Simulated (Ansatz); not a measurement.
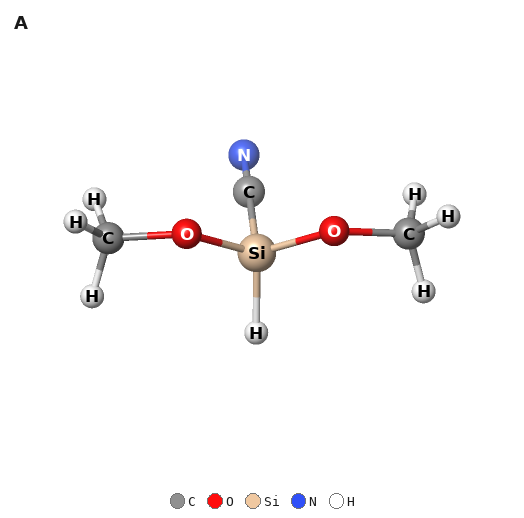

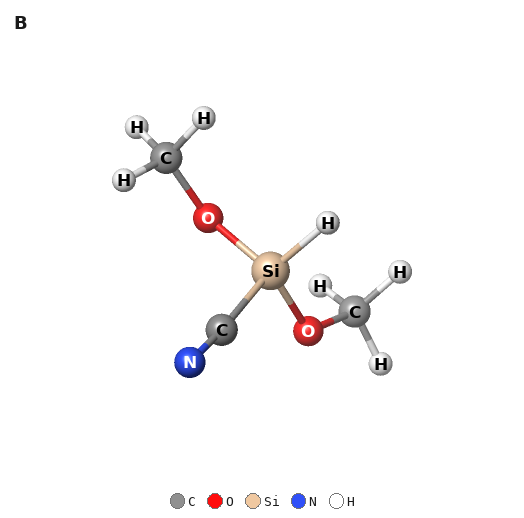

2 stationary structures of one formula. Geometries: PBE0-D4/def2-TZVP. Electronic energies: CCSD(T)/CBS (MP2 limit from def2-TZVPP and def2-QZVPP plus CCSD(T) − MP2) (Ansatz 0.2.0), without zero-point energy. No frequency run is at hand to confirm each as a minimum.

Which is lowest in energy, and by how much?

Answer. B is lowest; A lies 0.018 eV above it.
